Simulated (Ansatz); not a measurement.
# CH4Al2O2: up Jacob's ladder to CCSD(T)

How much do the methods differ for CH4Al2O2? The plan is to run it at one geometry with functionals of several rungs and with coupled cluster. The yardstick is the atomisation energy at the CCSD(T) limit.

The runs use Ansatz 0.2.0, Gaussian basis; functionals in def2-TZVPP, the program's frozen cores in correlated methods.

Plan: LDA (SPW92), PBE-D4, revPBE-D4, BLYP-D4, r2SCAN-D4, B97M-V, PBE0-D4, B3LYP-D4, r2SCANh-D4, r2SCAN0-D4, HSE06-D4, BHLYP-D4, CAM-B3LYP-D4, LC-ωPBE, ωB97X-V, ωB97M-V, B2PLYP, PBE-QIDH; CCSD(T)/def2-SVP; CCSD(T)/def2-TZVPP; MP2/def2-QZVPP; extrapolation to the limit; RPA on PBE.

**1. Structure used throughout**

The geometry comes from an earlier relaxation with PBE0-D4 in a triple-zeta def2 set; it is a stationary point, not always the lowest conformer.

SMILES `O[CH]1[AlH][Al]1[OH]`, 9 atoms, charge 0, spin multiplicity 1.

Atoms are counted from 1 here; the program's logs count them from 0.

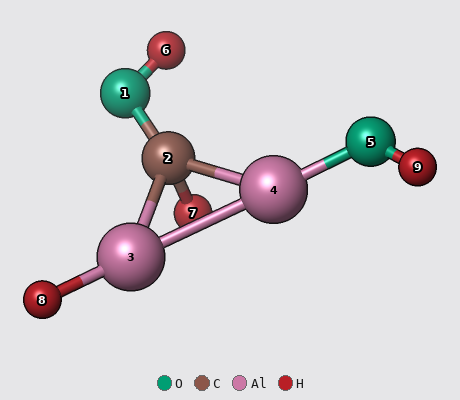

The geometry (oxygen teal, carbon brown, aluminium pink, hydrogen red); atoms are numbered from 1 in the order of the file.

**2. LDA**

This LDA is Slater exchange with PW92 correlation.

Input file in.yaml:

```yaml
crystal:
  periodic: [false, false, false]
  atoms:
    - {symbol: O, position_ang: [1.527582, 0.050460, -1.527278]}
    - {symbol: C, position_ang: [0.698913, -0.190410, -0.447816]}
    - {symbol: Al, position_ang: [0.017767, -1.829193, 0.419036]}
    - {symbol: Al, position_ang: [-0.836379, 0.453489, 0.591838]}
    - {symbol: O, position_ang: [-1.753724, 1.880716, 0.624395]}
    - {symbol: H, position_ang: [1.490201, 0.984252, -1.750974]}
    - {symbol: H, position_ang: [1.234935, -0.051436, 0.581934]}
    - {symbol: H, position_ang: [0.174766, -3.408544, 0.256709]}
    - {symbol: H, position_ang: [-2.465559, 2.064366, 1.235055]}
basis:
  gaussian: {orbitals: def2-TZVPP}
hamiltonian: {xc: lda}
output: {orbitals: {seedname: orbitals}}
```

Command:

```console
ansatz run in.yaml --threads 2 --pin off --events-out ev --progress --plain --max-ram 4352MiB
```

After this run come: PBE-D4 (GGA); revPBE-D4 (GGA); BLYP-D4 (GGA); r2SCAN-D4 (meta-GGA); B97M-V (meta-GGA); B3LYP-D4 (hybrid); r2SCANh-D4 (hybrid); r2SCAN0-D4 (hybrid); HSE06-D4 (hybrid); BHLYP-D4 (hybrid); CAM-B3LYP-D4 (range-separated); LC-ωPBE (range-separated); ωB97X-V (range-separated); ωB97M-V (range-separated); B2PLYP (double hybrid); PBE-QIDH (double hybrid); CCSD(T) in def2-SVP; CCSD(T) in def2-TZVPP; MP2 in def2-QZVPP; RPA on PBE orbitals.

Before running them: what should the planned runs give, taken together? Wanted: atomisation energy, CCSD(T)/CBS; farthest beyond LDA; mean size of error, GGA; mean size of error, meta-GGA; mean size of error, hybrid; mean size of error, range-separated; mean size of error, double hybrid; gap, smallest and largest; T1 diagnostic.

The runs gave:

```
                               quantity                                     value
        atomisation energy, CCSD(T)/CBS                             2984.4 kJ/mol
 functionals within 14.9 kJ/mol (0.5 %)                          ωB97X-V, ωB97M-V
                    farthest beyond LDA                  BHLYP-D4 (-170.7 kJ/mol)
                mean size of error, GGA                               40.4 kJ/mol
           mean size of error, meta-GGA                               17.5 kJ/mol
             mean size of error, hybrid                               57.4 kJ/mol
    mean size of error, range-separated                               16.9 kJ/mol
      mean size of error, double hybrid                               53.7 kJ/mol
              gap, smallest and largest  2.73 eV (LDA (SPW92)), 8.76 eV (LC-ωPBE)
                          T1 diagnostic                                    0.0160
triples share of the correlation energy                                     4.1 %
```

**Reading.** The LDA atomisation energy is off by 506.5 kJ/mol (17 %): it overbinds. PBE-D4 misses by +67.6 kJ/mol. Double hybrids carry the basis error of their MP2 part in triple zeta, and no dispersion term here, so their miss is partly the set-up's. By mean error the best rung here is range-separated (16.9 kJ/mol) and the worst beyond LDA is hybrid (57.4 kJ/mol). The gap between the best rungs is small, so their order is not settled. The mean of the hybrids holds BHLYP, with half exact exchange. Misses under about 14.9 kJ/mol are within the doubt on the reference itself, which lacks core-valence correlation, relativity and higher excitations. Hartree-Fock recovers 66 % of the binding; the rest is correlation. CCSD(T) in def2-SVP is off by -235.1 kJ/mol, so the small basis spoils what the method gains. The gap grows from 2.7 to 8.8 eV across the functionals, mostly with the share of exact exchange.
